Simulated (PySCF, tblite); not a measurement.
**C5H5F2 radical: geometry, infrared bands and EPR parameters**

What infrared bands and EPR parameters should C5H5F2 radical (`F[C]1CCC=C1F`) show?

Programs: tblite 0.8.0 and PySCF 2.14.0, with density-fitted response routines of our own. Each step states its level of theory. These are calculated values for one molecule in the gas phase, unless marked as measured. Atoms count from 0, in the outputs and in this text.

## (1) The starting structure

12 atoms, charge 0, multiplicity 2; geometry from: force field or distance geometry start.

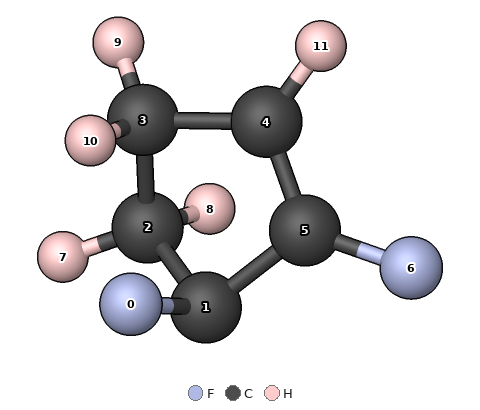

As it starts; fluorine light blue, carbon dark grey, hydrogen pink, atoms numbered; sticks join atoms by distance.

## (2) Relaxing the molecule with GFN2-xTB

Job settings and geometry (Å):

```
{"job": {"kind": "relax", "xc": "GFN2-xTB", "basis": "xTB"}, "charge": 0, "multiplicity": 2}
F      0.095700    -1.049200     1.635400
C      0.534400    -1.216700     0.311200
C     -0.684900    -0.844000    -0.510500
C     -0.877400     0.566100     0.072900
C      0.533900     1.034000    -0.076300
C      1.373400     0.006800     0.050600
F      2.719100     0.018700    -0.027500
H     -1.531200    -1.488900    -0.330900
H     -0.366300    -0.717900    -1.544100
H     -1.601400     1.150800    -0.477600
H     -1.060300     0.475700     1.156800
H      0.866300     2.063800    -0.285900
```

Command:

```sh
$ OMP_NUM_THREADS=1 python probes_run.py task.json out
```

This one command runs all jobs of the session in turn.

**Question.** This job is followed by: GFN2-xTB harmonic vibrations, gas phase; UKS B3LYP, pcH-1 on C F H, non-relativistic, mean-field spin-orbit, GIAO. What will the session give for the following? strongest single infrared mode (GFN2-xTB); zero-point energy (GFN2-xTB); g(iso) (B3LYP); ⟨S²⟩; largest a(iso) (averaged by class); potential on the surface of density 0.002 e/bohr³, 1st and 99th percentile.

**Answer**, as computed:

```
                                                                  quantity                  value
                                 strongest single infrared mode (GFN2-xTB)  1568 cm⁻¹, 169 km/mol
                                              zero-point energy (GFN2-xTB)          53.5 kcal/mol
                                                            g(iso) (B3LYP)                2.00316
                                                                      ⟨S²⟩     0.774 (exact 0.75)
                                        largest a(iso) (averaged by class)    19F on F0, 95.3 MHz
potential on the surface of density 0.002 e/bohr³, 1st and 99th percentile     -0.82 V and 0.96 V
```

What this shows: The optimisation took 53 steps and gained 1.903 eV; among the close pairs (by a distance rule), C1–C5 changed most, from 1.506 to 1.380 Å. No mode is imaginary among the 30: a minimum at this level. The strongest single mode, at 1568 cm⁻¹, moves mainly C5 and C1. GFN2-xTB is a fitted tight-binding method: band positions and strengths are rough. Its intensities can rank the bands wrongly. The largest spin populations lie on C4 (0.64 e), C1 (0.55 e). The isotropic g lies 0.8 ppt above the free-electron value. The conformer search found further structures of the same energy, which may be mirror or relabelled copies of this one.
